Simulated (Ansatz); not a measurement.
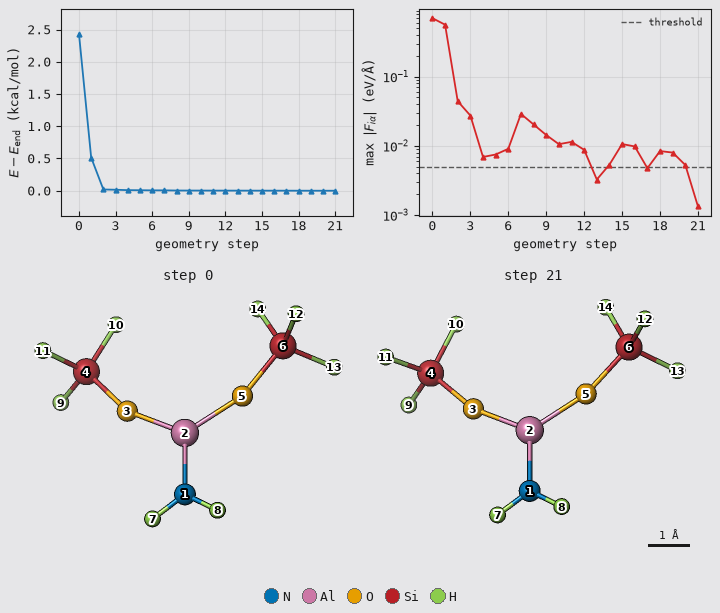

First and last geometry of a relaxation of AlSi$_{2}$NH$_{8}$O$_{2}$, with the history of the run. A ball-and-stick model, seen at a tilt.

The start comes from PBE-D4/def2-SVP.

These are results of Ansatz, RKS PBE0-D4/def2-TZVP, not measurements.

The input:
```yaml
crystal:
  periodic: [false, false, false]
  atoms:
    - {symbol: N, position_ang: [-1.015202, -1.312250, -2.268515]}
    - {symbol: Al, position_ang: [-0.383545, -0.488388, -0.839831]}
    - {symbol: O, position_ang: [-0.159428, -1.365777, 0.609197]}
    - {symbol: Si, position_ang: [0.254938, -1.671321, 2.186795]}
    - {symbol: O, position_ang: [-0.005168, 1.175560, -0.928943]}
    - {symbol: Si, position_ang: [0.522070, 2.671545, -0.441201]}
    - {symbol: H, position_ang: [-1.267314, -2.300649, -2.305487]}
    - {symbol: H, position_ang: [-1.179064, -0.863190, -3.170441]}
    - {symbol: H, position_ang: [-0.908654, -2.290682, 2.914856]}
    - {symbol: H, position_ang: [0.645206, -0.402887, 2.903522]}
    - {symbol: H, position_ang: [1.418633, -2.626006, 2.242382]}
    - {symbol: H, position_ang: [1.834494, 3.002459, -1.102389]}
    - {symbol: H, position_ang: [-0.486152, 3.722121, -0.824839]}
    - {symbol: H, position_ang: [0.716386, 2.720266, 1.053694]}
basis:
  gaussian: {orbitals: def2-TZVP}
hamiltonian: {xc: pbe0, dispersion: d4}
relax: {f_tol: 0.005, max_steps: 150}
```

Launched with:
```bash
ansatz run in.yaml --threads 4 --pin off --events-out ev --progress --plain --max-ram 11315MiB
```

**What do the curves and the structures tell?**

It converged. After 21 geometry steps the energy has fallen by 2.43 kcal/mol. Largest force component: 0.7 eV/Å at the start, 0.0013 eV/Å at the end. The forces were under the threshold at step 13, but the run went on from there. The atom that moves furthest after the best rigid fit is H11 (0.17 Å). Largest moves by element: H 0.17 Å, N 0.09 Å, Al 0.07 Å, O 0.07 Å, Si 0.04 Å. Among the contacts that change: O3–Si4 1.659 → 1.622 Å, Al2–O3 1.709 → 1.679 Å, Si4–H10 1.508 → 1.489 Å, N1–H7 1.021 → 1.006 Å. Bond angles that change, for instance: Al2–O5–Si6 158.9° → 162.8°.

| step | E − E(0), kcal/mol | largest force component, eV/Å |
| --- | --- | --- |
| 0 | 0.00 | 0.6991 |
| 1 | -1.92 | 0.5625 |
| 2 | -2.41 | 0.0441 |
| 3 | -2.42 | 0.0274 |
| 4 | -2.42 | 0.0069 |
| 5 | -2.43 | 0.0075 |
| 6 | -2.43 | 0.0091 |
| 7 | -2.43 | 0.0289 |
| 8 | -2.43 | 0.0203 |
| 9 | -2.43 | 0.0143 |
| 10 | -2.43 | 0.0106 |
| 11 | -2.43 | 0.0114 |
| 12 | -2.43 | 0.0087 |
| 13 | -2.43 | 0.0033 |
| 14 | -2.43 | 0.0053 |
| 15 | -2.43 | 0.0106 |
| 16 | -2.43 | 0.0098 |
| 17 | -2.43 | 0.0047 |
| 18 | -2.43 | 0.0084 |
| 19 | -2.43 | 0.0080 |
| 20 | -2.43 | 0.0053 |
| 21 | -2.43 | 0.0013 |
